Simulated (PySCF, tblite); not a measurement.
# C₆H₁₂OSSi: geometry, infrared bands and NMR shifts

Aim: predict the infrared bands and NMR shifts of C₆H₁₂OSSi (`C=C[SiH2]SC(C)(C)C=O`).

The runs use tblite 0.8.0 and PySCF 2.14.0, with density-fitted response routines of our own; the level of theory stands in each step. All values are computed, except where a source is named. Atoms are numbered from 0 throughout.

### Step 1. Starting geometry

21 atoms, charge 0, multiplicity 1; geometry from: force field or distance geometry start.

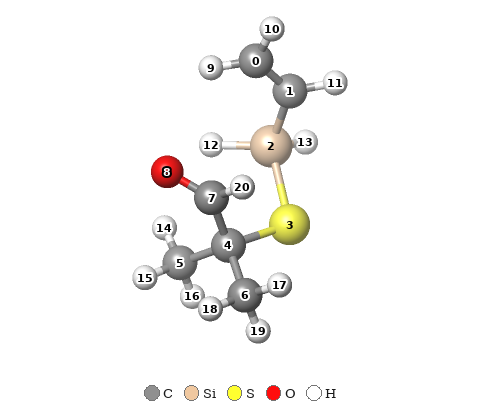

The starting geometry (carbon grey, silicon light orange, sulfur yellow, oxygen red, hydrogen white), atoms numbered; sticks join atoms by distance.

### Step 2. Optimising the geometry with GFN2-xTB

What the job is given:

```
{"job": {"kind": "relax", "xc": "GFN2-xTB", "basis": "xTB"}, "charge": 0, "multiplicity": 1}
C      2.810800     1.446500     0.786700
C      2.478400     0.312700     1.403000
Si     1.741600    -1.187200     0.664800
S     -0.356600    -1.156600     1.171700
C     -1.237300    -0.209100    -0.111100
C     -1.273800    -0.976200    -1.445400
C     -2.672400     0.014600     0.371100
C     -0.587400     1.170900    -0.269600
O     -0.014300     1.551100    -1.287400
H      2.626800     1.601800    -0.271900
H      3.247200     2.272700     1.333000
H      2.674400     0.205300     2.477100
H      1.877300    -1.202600    -0.800800
H      2.344800    -2.399600     1.248800
H     -0.274900    -1.101400    -1.872000
H     -1.858300    -0.427600    -2.178900
H     -1.726800    -1.960900    -1.324400
H     -2.704000     0.557100     1.323000
H     -3.244900     0.608900    -0.343100
H     -3.201700    -0.934600     0.519100
H     -0.657800     1.831100     0.616100
```

On the command line:

```bash
> OMP_NUM_THREADS=1 python probes_run.py task.json out
```

The driver reads the jobs from task.json and runs them one after another.

Standard output:

```text
step      E/eV     max force
  0    -760.93968    2.217
  1    -760.99961    2.696
  2    -761.04990    0.365
  3    -761.06212    0.277
  4    -761.08182    0.399
  5    -761.09110    0.367
  6    -761.10125    0.244
  7    -761.10680    0.176
  8    -761.11133    0.194
  9    -761.11696    0.237
 10    -761.12169    0.200
 11    -761.12551    0.181
 12    -761.12911    0.144
 13    -761.13309    0.177
 14    -761.13672    0.146
 15    -761.13948    0.139
 16    -761.14161    0.125
 17    -761.14354    0.137
 18    -761.14526    0.114
 19    -761.14661    0.084
 20    -761.14792    0.088
 21    -761.14971    0.150
 22    -761.15208    0.191
 23    -761.15431    0.149
 24    -761.15577    0.064
 25    -761.15677    0.069
 26    -761.15799    0.104
 27    -761.15975    0.142
 28    -761.16168    0.111
 29    -761.16324    0.117
 30    -761.16439    0.099
 31    -761.16536    0.088
 32    -761.16613    0.073
 33    -761.16658    0.044
 34    -761.16680    0.039
 35    -761.16699    0.034
 36    -761.16721    0.044
 37    -761.16743    0.046
 38    -761.16761    0.041
 39    -761.16776    0.026
 40    -761.16792    0.034
 41    -761.16809    0.038
 42    -761.16827    0.034
 43    -761.16842    0.031
 44    -761.16854    0.028
 45    -761.16864    0.028
 46    -761.16872    0.023
 47    -761.16879    0.022
 48    -761.16887    0.018
 49    -761.16896    0.031
 50    -761.16908    0.040
 51    -761.16925    0.036
 52    -761.16945    0.034
 53    -761.16966    0.045
 54    -761.16988    0.056
 55    -761.17010    0.056
 56    -761.17029    0.039
 57    -761.17042    0.023
 58    -761.17052    0.024
 59    -761.17063    0.033
 60    -761.17077    0.034
 61    -761.17092    0.029
 62    -761.17102    0.020
 63    -761.17110    0.020
 64    -761.17118    0.026
 65    -761.17130    0.033
 66    -761.17145    0.035
 67    -761.17160    0.026
 68    -761.17173    0.023
 69    -761.17183    0.025
 70    -761.17195    0.025
 71    -761.17205    0.018
 72    -761.17214    0.024
 73    -761.17223    0.026
 74    -761.17235    0.033
 75    -761.17249    0.029
 76    -761.17265    0.029
 77    -761.17280    0.024
 78    -761.17292    0.026
 79    -761.17301    0.023
 80    -761.17308    0.019
 81    -761.17313    0.019
 82    -761.17320    0.023
 83    -761.17328    0.029
 84    -761.17337    0.031
 85    -761.17347    0.030
 86    -761.17356    0.021
 87    -761.17366    0.029
 88    -761.17376    0.030
 89    -761.17384    0.023
 90    -761.17392    0.023
 91    -761.17399    0.020
 92    -761.17405    0.022
 93    -761.17409    0.016
 94    -761.17412    0.011
 95    -761.17414    0.010
 96    -761.17417    0.013
 97    -761.17420    0.017
 98    -761.17423    0.016
 99    -761.17427    0.014
100    -761.17433    0.020
101    -761.17441    0.021
102    -761.17450    0.024
103    -761.17457    0.023
104    -761.17462    0.017
105    -761.17466    0.016
106    -761.17469    0.013
107    -761.17472    0.012
108    -761.17474    0.011
109    -761.17476    0.013
110    -761.17480    0.016
111    -761.17485    0.021
112    -761.17492    0.025
113    -761.17501    0.024
114    -761.17508    0.030
115    -761.17519    0.028
116    -761.17527    0.019
117    -761.17531    0.026
118    -761.17535    0.016
119    -761.17538    0.012
120    -761.17544    0.011
121    -761.17548    0.016
122    -761.17553    0.017
123    -761.17558    0.017
124    -761.17565    0.020
125    -761.17574    0.021
126    -761.17583    0.019
127    -761.17591    0.017
128    -761.17597    0.015
129    -761.17603    0.016
130    -761.17609    0.019
131    -761.17613    0.019
132    -761.17617    0.014
133    -761.17620    0.011
134    -761.17623    0.010
135    -761.17625    0.010
136    -761.17627    0.012
137    -761.17629    0.011
138    -761.17632    0.009
```

Run time: 2.2 s. Hardware: 1 thread of Arm Neoverse N1, shared host; peak memory 0.18 GiB.

Step by step: (not every step is listed)

```
step  energy from step 0 (eV)  largest force (eV/Å)
   0                   0.0000                2.2169
   1                  -0.0599                2.6961
   2                  -0.1102                0.3649
   3                  -0.1224                0.2774
   4                  -0.1421                0.3988
   5                  -0.1514                0.3672
   6                  -0.1616                0.2436
   7                  -0.1671                0.1760
   8                  -0.1716                0.1943
  20                  -0.2082                0.0885
  32                  -0.2264                0.0730
  44                  -0.2289                0.0284
  56                  -0.2306                0.0388
  68                  -0.2321                0.0234
  80                  -0.2334                0.0187
  92                  -0.2344                0.0219
 104                  -0.2349                0.0166
 116                  -0.2356                0.0193
 128                  -0.2363                0.0146
 133                  -0.2365                0.0110
 134                  -0.2366                0.0105
 135                  -0.2366                0.0104
 136                  -0.2366                0.0124
 137                  -0.2366                0.0108
 138                  -0.2366                0.0095
```

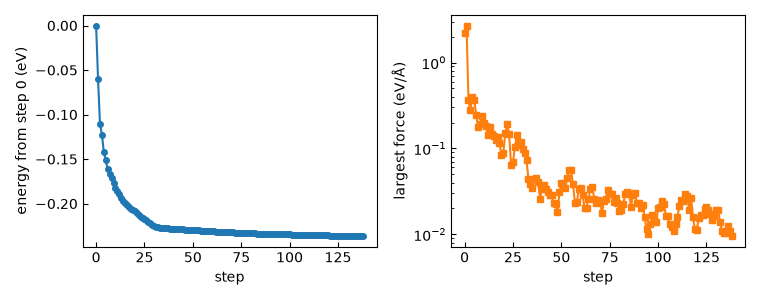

Energy and largest force along the relaxation.

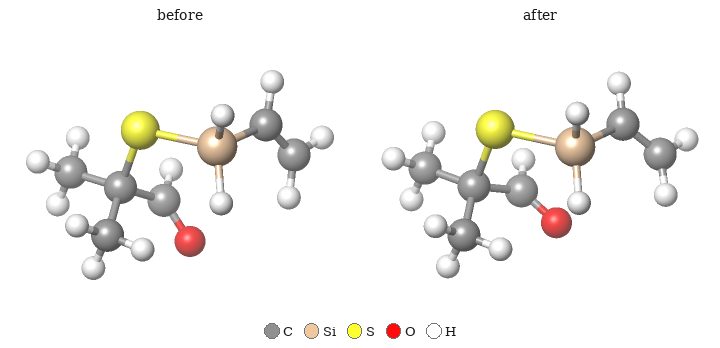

Before and after, at one scale.

Close pairs (by a distance rule), those that changed most:

```csv
bond,before (Å),after (Å),change (Å)
C1–Si2,1.827,1.877,+0.050
S3–C4,1.822,1.866,+0.044
C4–C7,1.534,1.496,-0.037
C7–O8,1.228,1.203,-0.025
C4–C5,1.540,1.518,-0.022
Si2–H12,1.472,1.454,-0.018
Si2–H13,1.475,1.458,-0.017
Si2–S3,2.159,2.175,+0.016
```

The end geometry stands in the next job.

### Step 3. Infrared spectrum with GFN2-xTB

What the job is given:

```
{"job": {"kind": "ir", "xc": "GFN2-xTB", "basis": "xTB"}, "charge": 0, "multiplicity": 1}
C      3.043210     1.434999     0.718961
C      2.392084     0.485322     1.373148
Si     1.706489    -1.078936     0.595298
S     -0.400412    -1.241592     1.108102
C     -1.339401    -0.237642    -0.153783
C     -1.332283    -0.928013    -1.505304
C     -2.746044    -0.046082     0.393525
C     -0.539180     1.026190    -0.124305
O      0.296761     1.339594    -0.930834
H      3.232700     1.366843    -0.338941
H      3.407259     2.326258     1.207124
H      2.220736     0.614057     2.437647
H      1.849608    -1.129853    -0.850766
H      2.217461    -2.277397     1.249153
H     -0.325268    -0.957699    -1.913570
H     -1.965308    -0.377054    -2.199393
H     -1.710208    -1.943134    -1.411072
H     -2.714985     0.443630     1.364186
H     -3.333648     0.561325    -0.292730
H     -3.230176    -1.011879     0.514036
H     -0.738318     1.648003     0.769413
```

Standard output:

```text
mode    cm-1     km/mol
  1      21.9      1.67
  2      46.4      0.67
  3      56.7      2.49
  4      81.4      6.59
  5     128.2      2.82
  6     154.0      0.98
  7     166.3      1.11
  8     206.4      0.55
  9     230.1      2.36
 10     243.7     13.32
 11     274.7      7.80
 12     292.5      3.69
 13     334.9      2.12
 14     363.5      1.47
 15     423.4     25.95
 16     495.3     48.10
 17     518.1     54.54
 18     551.7     14.22
 19     590.5     12.93
 20     648.1     10.60
 21     697.0    183.12
 22     734.6    227.21
 23     755.4    213.81
 24     831.9     23.71
 25     898.5     12.91
 26     923.1     16.10
 27     967.3      1.24
 28     985.3      8.59
 29    1007.4      6.19
 30    1011.6      3.87
 31    1017.3     17.20
 32    1116.4     23.06
 33    1204.1      4.28
 34    1243.4      8.64
 35    1267.2      0.35
 36    1373.7     11.42
 37    1396.4     15.74
 38    1411.2     12.43
 39    1416.4      4.43
 40    1472.5      2.49
 41    1474.8      1.46
 42    1485.8      5.75
 43    1491.5      5.67
 44    1664.4     13.47
 45    1748.1    266.65
 46    2312.0    263.49
 47    2338.1    162.56
 48    2771.5     90.71
 49    3007.1     22.81
 50    3016.8      1.05
 51    3021.3     45.20
 52    3036.9     14.78
 53    3042.0     12.95
 54    3046.5     10.22
 55    3049.5     12.95
 56    3079.3     33.52
 57    3118.7     23.95
```

Wall time 1.8 s (1 thread of Arm Neoverse N1, shared host); peak memory 0.18 GiB.

The strongest bands and the atoms that carry them (share of the mass-weighted mode):

```
cm⁻¹  km/mol                                  atoms
 518    54.5  C1 21 %, H13 17 %, H10 14 %, Si2 13 %
 697   183.1            H13 44 %, H12 28 %, C1 15 %
 735   227.2            Si2 32 %, C1 24 %, H13 16 %
 755   213.8                     H12 44 %, H13 41 %
1748   266.6                       C7 60 %, O8 39 %
2312   263.5                               H13 93 %
2338   162.6                               H12 93 %
2772    90.7                               H20 94 %
```

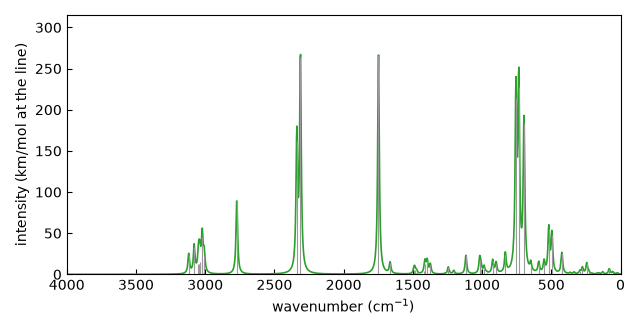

The infrared spectrum from these modes, unscaled. Lines are broadened to a width of 14 cm⁻¹ (Lorentzian).

### Step 4. NMR shieldings: PBE0/pcSseg-1

Settings changed since step 3:

```diff
@@ -1,2 +1,2 @@
-{"job": {"kind": "ir", "xc": "GFN2-xTB", "basis": "xTB"}, "charge": 0, "multiplicity": 1}
+{"job": {"kind": "nmr", "xc": "PBE0", "basis": "pcSseg-1"}, "charge": 0, "multiplicity": 1}
 C      3.043210     1.434999     0.718961
```

Level: GIAO PBE0/pcSseg-1 NMR shielding, non-relativistic, gas phase.

Standard output:

```text
coarse grid: 18296 points
cycle   1  E = -997.8553801326  dE =  9.921e-01  |g| = 8.257e-01  |ddm| = 4.104e+00
cycle   2  E = -997.4623487708  dE =  3.930e-01  |g| = 1.643e+00  |ddm| = 2.374e+00
cycle   3  E = -997.9894290143  dE = -5.271e-01  |g| = 2.065e-01  |ddm| = 1.878e+00
cycle   4  E = -997.9991672094  dE = -9.738e-03  |g| = 6.171e-02  |ddm| = 2.660e-01
cycle   5  E = -998.0000134572  dE = -8.462e-04  |g| = 1.762e-02  |ddm| = 7.722e-02
cycle   6  E = -998.0000795857  dE = -6.613e-05  |g| = 6.395e-03  |ddm| = 1.759e-02
cycle   7  E = -998.0000887978  dE = -9.212e-06  |g| = 2.031e-03  |ddm| = 6.153e-03
final grid: 166592 points
cycle   8  E = -998.0669598677  dE = -3.056e-05  |g| = 1.457e-02  |ddm| = 3.923e-02
cycle   9  E = -998.0668688440  dE =  9.102e-05  |g| = 2.594e-02  |ddm| = 3.368e-02
cycle  10  E = -998.0670027576  dE = -1.339e-04  |g| = 3.342e-03  |ddm| = 2.306e-02
cycle  11  E = -998.0670051611  dE = -2.404e-06  |g| = 4.133e-04  |ddm| = 3.129e-03
cycle  12  E = -998.0670051985  dE = -3.740e-08  |g| = 2.126e-04  |ddm| = 7.777e-04
cycle  13  E = -998.0670052100  dE = -1.143e-08  |g| = 4.983e-05  |ddm| = 2.463e-04
cycle  14  E = -998.0670052105  dE = -5.602e-10  |g| = 1.940e-05  |ddm| = 6.443e-05
converged SCF energy = -998.0670052105

GIAO shielding tensors (ppm)
atom      isotropic    diamagn.    paramagn.     s11        s22        s33       span
  0 C       39.741     252.971    -213.230    -85.970     39.413    165.779    251.749
  1 C       49.931     263.310    -213.379    -60.495     42.164    168.123    228.618
  2 Si     384.965     881.333    -496.368    340.369    395.139    419.388     79.020
  3 S      567.310    1061.402    -494.092    406.690    528.521    766.718    360.028
  4 C      131.313     256.701    -125.387    109.882    136.386    147.671     37.789
  5 C      162.904     247.292     -84.387    142.908    160.803    185.002     42.093
  6 C      160.512     247.507     -86.995    140.092    154.826    186.620     46.527
  7 C      -11.251     252.729    -263.980   -107.456     -9.212     82.916    190.371
  8 O     -265.722     404.704    -670.427   -778.774   -383.891    365.499   1144.273
  9 H       25.493      31.892      -6.399     21.071     25.461     29.948      8.878
 10 H       25.160      28.123      -2.963     21.707     24.951     28.822      7.115
 11 H       25.691      31.437      -5.746     23.100     25.363     28.611      5.511
 12 H       26.852      31.339      -4.487     23.169     26.240     31.146      7.977
 13 H       27.006      29.344      -2.338     22.750     25.313     32.955     10.206
 14 H       29.312      31.737      -2.426     24.593     28.866     34.475      9.882
 15 H       30.712      31.053      -0.341     25.959     27.532     38.646     12.687
 16 H       30.342      31.404      -1.062     26.477     28.819     35.730      9.252
 17 H       30.175      31.321      -1.145     25.237     28.784     36.505     11.268
 18 H       30.409      30.328       0.082     25.545     27.430     38.253     12.708
 19 H       29.980      30.608      -0.628     26.319     28.049     35.573      9.255
 20 H       22.669      33.615     -10.946     19.093     23.226     25.688      6.596
```

Wall time 87 s (1 thread of Arm Neoverse N1, shared host); peak memory 1.1 GiB.

Shifts follow as δ = σ(reference) − σ, with reference shieldings (ppm) from runs at the same level and on the same kind of geometry: ¹H TMS 31.72, ¹³C TMS 186.9, ²⁹Si TMS 349.2, ¹⁷O H2O 336.1, ³³S CS2 504. The references are single molecules in the gas phase, so shifts against H2O, NH3, PH3, H3PO4 or CFCl3 are not on the usual liquid scales and can be off by tens of ppm. Atoms listed in one row are averaged.

```csv
atoms,environment,σ (ppm),δ (ppm),δ scaled to CDCl3
C7,aldehyde carbonyl carbon,-11.3,198.2,191.5
C0,terminal =CH2 carbon,39.7,147.2,141.7
C1,alkene CH,49.9,137.0,131.8
C4,"fully substituted sp3 carbon bonded to S, α to a carbonyl",131.3,55.6,48.0
"C5, C6",methyl carbon,161.7,25.2,22.7
H20,hydrogen on an aldehyde carbonyl carbon,22.67,9.05,8.64
H10,hydrogen on a terminal =CH2 carbon,25.16,6.56,6.29
H9,hydrogen on a terminal =CH2 carbon,25.49,6.22,5.97
H11,hydrogen on an alkene CH,25.69,6.03,5.79
"H12, H13","hydrogen on a silicon bonded to C, S",26.93,4.79,–
"H14, H15, H16, H17, H18, H19",hydrogen on a methyl carbon,30.16,1.56,1.58
Si2,"silicon bonded to C, S, 2 H",385.0,-35.8,–
S3,"sulfur bonded to C, Si",567,-64,–
O8,aldehyde oxygen,-265.7,601.8,–
```

The scaled column applies a straight-line fit of computed shieldings to shifts measured in CDCl3, with any fitted terms for Cl, Br or S neighbours (root-mean-square error 0.16 ppm for H, 1.9 ppm for C).

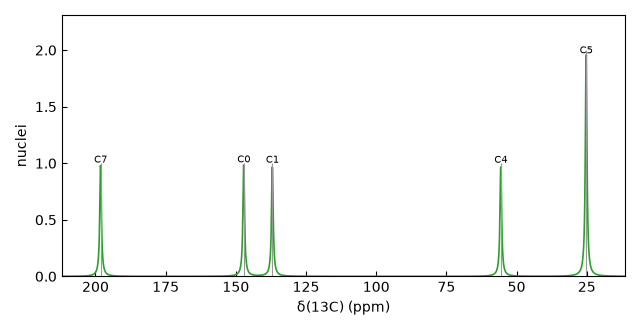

¹³C lines at the computed shifts, without couplings. Lines are broadened to a width of 0.69 ppm (Lorentzian).

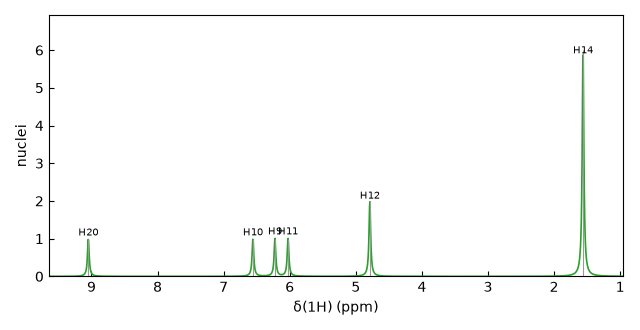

¹H lines at the computed shifts, without couplings. Lines are broadened to a width of 0.03 ppm (Lorentzian).

The run also stored atomic charges by several schemes (e):

```csv
atoms,Mulliken,IAO,Hirshfeld,ESP fit
C0,-0.11,-0.26,-0.07,-0.35
C1,-0.51,-0.44,-0.15,-0.25
Si2,0.64,0.69,0.31,0.38
S3,-0.22,-0.20,-0.07,-0.36
C4,-0.69,-0.05,0.02,0.31
"C5, C6",-0.12,-0.42,-0.12,-0.55
C7,0.37,0.25,0.12,0.41
O8,-0.36,-0.40,-0.21,-0.44
```

ESP fit charges:

C0 -0.35; C1 -0.25; Si2 0.38; S3 -0.36; C4 0.31; C5 -0.56; C6 -0.55; C7 0.41; O8 -0.44; H9 0.19; H10 0.17; H11 0.15; H12 -0.04; H13 -0.04; H14 0.15; H15 0.17; H16 0.16; H17 0.14; H18 0.16; H19 0.20; H20 0.00

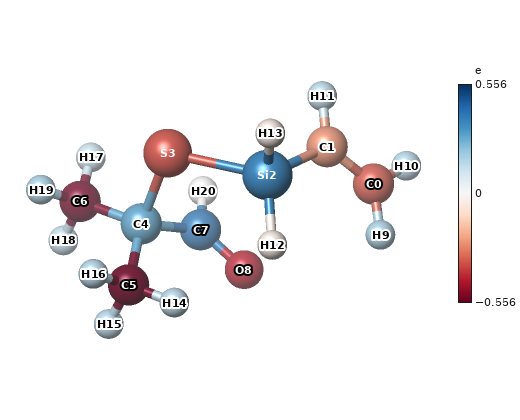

ESP fit charges, as colours on the atoms.

Mayer bond orders: C0–C1 1.98, C1–Si2 0.91, Si2–S3 0.87, S3–C4 1.00, C4–C5 0.98, C4–C6 1.00, C4–C7 0.89, C7–O8 1.96.

### Step 5. Results

| quantity | value |
| --- | --- |
| strongest single infrared mode (GFN2-xTB) | 1748 cm⁻¹, 267 km/mol |
| zero-point energy (GFN2-xTB) | 100.4 kcal/mol |
| ¹³C shifts against TMS (PBE0/pcSseg-1, means over atoms taken as alike) | 198.2, 147.2, 137.0, 55.6, 25.2 ppm |
| ¹H shifts against TMS (PBE0/pcSseg-1, means over atoms taken as alike) | 9.05, 6.56, 6.22, 6.03, 4.79, 1.56 ppm |
| ²⁹Si shifts against TMS (PBE0/pcSseg-1) | -35.8 ppm |
| ³³S shifts against CS2 (PBE0/pcSseg-1) | -64 ppm |
| ¹⁷O shifts against H2O (PBE0/pcSseg-1) | 601.8 ppm |

The optimisation took 138 steps and gained 0.237 eV; among the close pairs (by a distance rule), C1–Si2 changed most, from 1.827 to 1.877 Å. No mode is imaginary among the 57: a minimum at this level. The strongest single mode, at 1748 cm⁻¹, moves mainly C7 and O8. GFN2-xTB is a fitted tight-binding method: band positions and strengths are rough. Its intensities can rank the bands wrongly. C7 (aldehyde carbonyl carbon) lies farthest downfield among carbon, at 198.2 ppm; low-lying n→π* states of the double bond to the heteroatom give a large paramagnetic term (-264 ppm). The most deshielded hydrogen is H20 (hydrogen on an aldehyde carbonyl carbon), at 9.05 ppm: the C=O anisotropy and electron withdrawal place aldehyde protons far downfield. At PBE0/pcSseg-1: Shielding is most anisotropic at O8 (span 1144 ppm, paramagnetic term -670 ppm).
